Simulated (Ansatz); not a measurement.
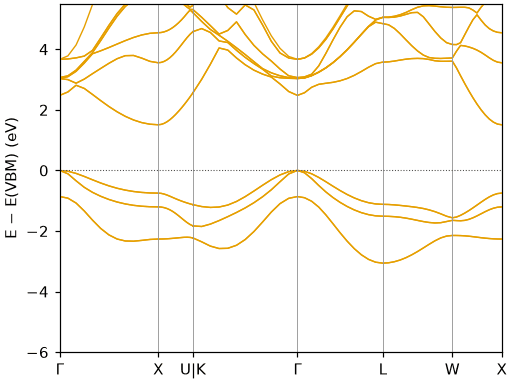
Band structure from PBE with spin–orbit coupling (plane waves, PAW; program Ansatz)

Q: Read off the gap and where the band edges lie.

A: About 1.5 eV (1.51 eV by a search for the band edges); maximum at Γ, minimum at X.

The material is SrTe (rock salt, Fm-3m).

Symmetry was held in the PBE relaxation.

Potentials: the later of the program's two PAW sets.
